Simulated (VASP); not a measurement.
Input:

```
TaTe
1.0
    3.34806     0.00000     0.00000
   -1.67403     2.89950     0.00000
    0.00000     0.00000     9.34534
Ta Te
2 2
Direct
  0.33333   0.66667   0.04011
  0.66667   0.33333   0.54011
  0.33333   0.66667   0.33489
  0.66667   0.33333   0.83489
```

The numbers are results of PBEsol GGA, VASP's PBE PAW potentials (set 64) (plane waves; VASP), not measurements. Numerical set-up: 400 eV cut-off, 12×12×4 Γ-centred mesh, tetrahedra with Blöchl corrections, potentials Ta_pv Te.

Unless said otherwise, spin-orbit coupling is left out, though it shifts the bands of the heavy elements here.

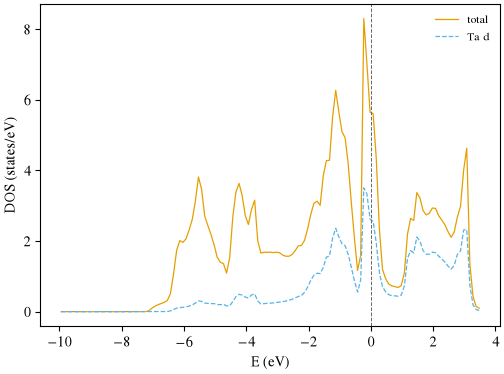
Total and projected density of states, zero at the Fermi level

Within 2 eV below the Fermi level the largest weight inside VASP's projection spheres is Ta d, then Te p.

It has no gap at this level: it comes out as a metal or semimetal.

The structure was generated: TaTe was put into the wurtzite type (P6_3mc), which need not be its known phase. It was relaxed first, which changed the volume by -50 %.
